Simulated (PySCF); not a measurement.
**CH7NOSi, charge +1, doublet, SMILES `CO[SiH2][NH2+]`: what the electrons do**

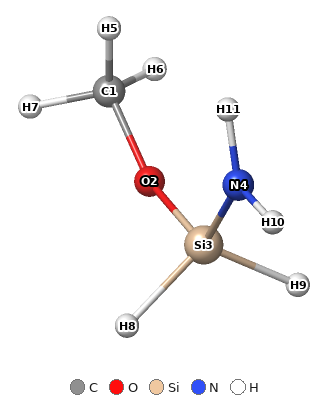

The molecule, with its atoms numbered as below. No frequency check shows the geometry to be a minimum.

Coordinates in Å:

```
C1      -2.0573    0.4553    0.0030
O2      -0.9240   -0.3407   -0.0040
Si3      0.6507   -0.5396    0.0009
N4       1.6965    0.8159   -0.0016
H5      -1.8118    1.5125    0.1069
H6      -2.6110    0.2929   -0.9292
H7      -2.7085    0.1345    0.8234
H8       0.8816   -1.3069    1.2391
H9       0.8843   -1.3197   -1.2282
H10      2.7035    0.7373    0.0064
H11      1.4126    1.7863   -0.0053
```

### 1. Bonding charge

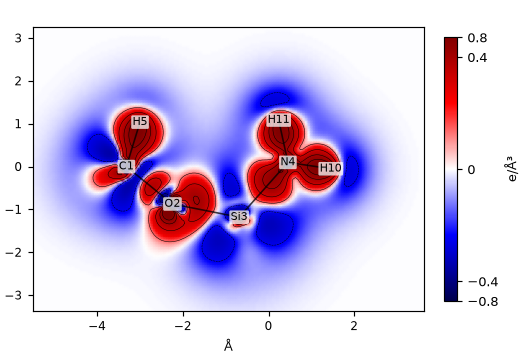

Deformation density (molecule less spherical, spin-averaged free atoms) in the plane of C1, O2, Si3, N4, H5, H10 and H11; colour scale in e/Å³, logarithmic beyond ±0.1; red: gain, blue: loss.

Method: PBE0/def2-TZVP; geometry: GFN2-xTB; program: PySCF. The stability of the open-shell solution wasn't checked. GFN2-xTB doesn't know the spin state, so this open-shell geometry is rough.

Describe the bonding that the map shows.

Answer. N4–H11: +0.83 e/Å³ at the bond critical point (bond length 1.01 Å, Mayer order 0.9). N4–H10: +0.83 e/Å³ at the bond critical point (bond length 1.01 Å, Mayer order 0.9). C1–H5: +0.79 e/Å³ at the bond critical point (bond length 1.09 Å, Mayer order 1.0). Si3–N4: +0.14 e/Å³ at the bond critical point (bond length 1.71 Å, Mayer order 1.1). O2–Si3: +0.09 e/Å³ at the bond critical point (bond length 1.59 Å, Mayer order 1.4); up to 0.6 Å beside the axis the gain reaches +0.39 e/Å³. C1–O2: −0.07 e/Å³ at the bond critical point (bond length 1.39 Å, Mayer order 0.9); up to 0.6 Å beside the axis the gain reaches +0.32 e/Å³. In all, 2.2 electrons gather in the regions of gain relative to the promolecule of neutral atoms (the regions of loss give up this much and the cation's charge besides). A small or negative value marks a very polar bond, one between electron-rich atoms, whose free-atom densities already overlap strongly, a long bond to a heavier atom, or a closed-shell contact such as a hydrogen bond.

Where do the Hirshfeld charges lie?

Answer. The highest Hirshfeld charge is on Si3 (+0.56 e), the lowest on O2 (−0.15 e).

### 2. Bond critical points

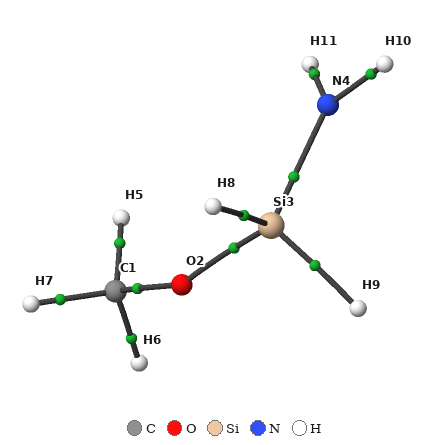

Molecular graph of the electron density (QTAIM): bond paths, bond critical points (green), ring points (magenta, if any); weak paths are dashed.

How many critical points of each kind are there, and does the count close?

Answer. 11 nuclei, 10 bond, 0 ring and 0 cage critical points: 11 − 10 + 0 − 0 = 1, as the Poincaré–Hopf relation requires.

What does the calculation give at each kind of bond critical point?

Answer.
```json
{"bond": "N4–H10", "length (Å)": "1.010", "ρ (a.u.)": "0.336", "∇²ρ (a.u.)": "−1.91", "ε": "0.01", "H (a.u.)": "−0.525"}
{"bond": "N4–H11", "length (Å)": "1.011", "ρ (a.u.)": "0.336", "∇²ρ (a.u.)": "−1.90", "ε": "0.01", "H (a.u.)": "−0.521"}
{"bond": "C1–H5", "length (Å)": "1.090", "ρ (a.u.)": "0.288", "∇²ρ (a.u.)": "−1.03", "ε": "0.05", "H (a.u.)": "−0.292"}
{"bond": "C1–H7", "length (Å)": "1.095", "ρ (a.u.)": "0.283", "∇²ρ (a.u.)": "−1.01", "ε": "0.05", "H (a.u.)": "−0.286"}
{"bond": "C1–H6", "length (Å)": "1.096", "ρ (a.u.)": "0.282", "∇²ρ (a.u.)": "−1.00", "ε": "0.05", "H (a.u.)": "−0.284"}
{"bond": "C1–O2", "length (Å)": "1.385", "ρ (a.u.)": "0.249", "∇²ρ (a.u.)": "−0.05", "ε": "0.04", "H (a.u.)": "−0.369"}
{"bond": "O2–Si3", "length (Å)": "1.587", "ρ (a.u.)": "0.149", "∇²ρ (a.u.)": "+1.08", "ε": "0.04", "H (a.u.)": "−0.045"}
{"bond": "Si3–N4", "length (Å)": "1.712", "ρ (a.u.)": "0.133", "∇²ρ (a.u.)": "+0.62", "ε": "0.17", "H (a.u.)": "−0.057"}
{"bond": "Si3–H9", "length (Å)": "1.474", "ρ (a.u.)": "0.123", "∇²ρ (a.u.)": "+0.13", "ε": "0.05", "H (a.u.)": "−0.081"}
{"bond": "Si3–H8", "length (Å)": "1.475", "ρ (a.u.)": "0.123", "∇²ρ (a.u.)": "+0.13", "ε": "0.05", "H (a.u.)": "−0.080"}
```

What kind of interaction is C1–H6?

Answer. Shared-shell (covalent): ρ = 0.282, ∇²ρ = −1.00, H = −0.284 a.u.

### 3. Local ionisation energy

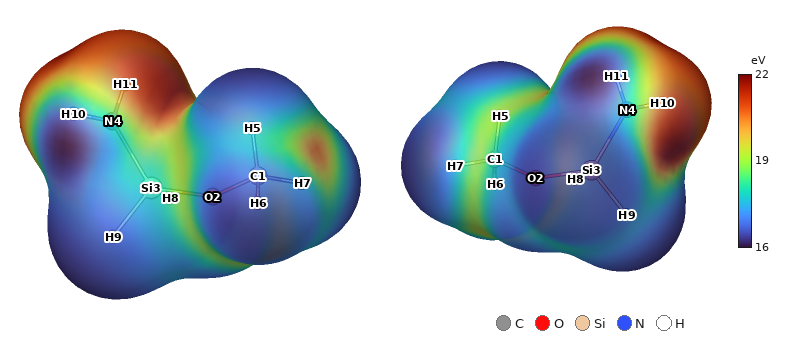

Average local ionisation energy on the surface of electron density 0.001 a.u. (back view left, front view right).

Locate the minima of the map.

Answer. The lowest value is 16.1 eV, over N4, off the plane of its three bonds (1.9 Å), and at like points elsewhere. Further minima include 16.2 eV, 1.3 Å from H6; 16.3 eV, 1.4 Å from H9, and at like points elsewhere. For comparison, the highest occupied orbital lies at −13.3 eV.

What volume does the surface enclose?

Answer. About 102 Å³.

### 4. Spin density

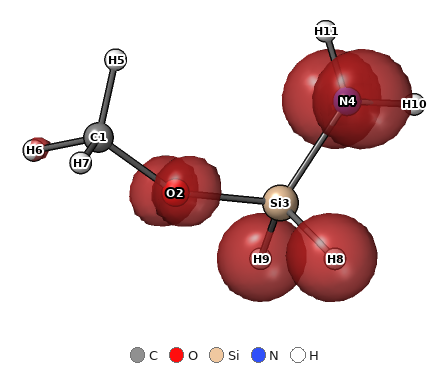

Spin density ρα − ρβ at ±0.05 e/Å³ (red: excess α, blue: excess β).

Where is the unpaired spin?

Answer. Hirshfeld spin populations: N4 +0.42, O2 +0.14, H8 +0.13, H9 +0.13 and Si3 +0.08. ⟨S²⟩ = 0.76, against 0.75 for a pure state.

### 5. In an electric field

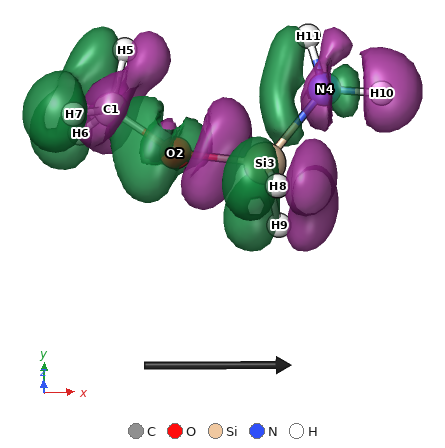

Change of the electron density in a uniform field of 0.51 V/Å along +x (arrow), surfaces at ±0.004 e/Å³ (green: gain, purple: loss).

Computed with PySCF, HF/def2-SVPD, geometry: GFN2-xTB. The stability of the open-shell solution wasn't checked. GFN2-xTB doesn't know the spin state, so this open-shell geometry is rough.

How large is the response?

Answer. The induced dipole is 1.20 D (along the field); α along this axis, from the fields in both directions, is 48 bohr³ (7.1 Å³).

Which atoms gain and lose the most charge?

Answer. Electrons gather most on H7 (Hirshfeld charge changes by −0.014 e) and leave H10 most (+0.016 e); 0.126 electrons are displaced in all.

### 6. Removing or adding an electron

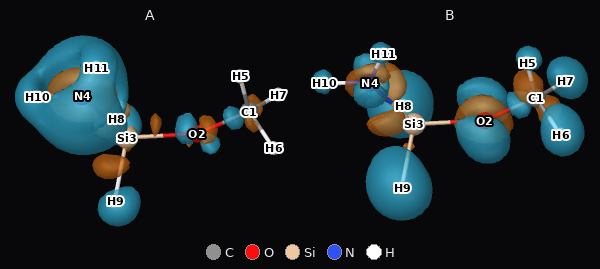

The two Fukui functions at ±0.04 e/Å³ (light blue positive, orange negative).

Level of theory: HF/6-311G** (PySCF), at a geometry from GFN2-xTB. GFN2-xTB doesn't know the spin state, so this open-shell geometry is rough.

Which panel is f⁻ (electron removed) and which f⁺ (electron added)?

Answer. A is f⁺, B is f⁻. f⁻ (Hirshfeld-condensed) is largest on H8 (0.20), H9 (0.20) and O2 (0.18); the vertical ionisation energy is 18.40 eV (to the singlet dication, which needn't be its lowest state). f⁺ (Hirshfeld-condensed) is largest on N4 (0.45); the vertical electron affinity is 8.35 eV (to the singlet neutral species, which needn't be its lowest state; rough: the basis has no diffuse functions).
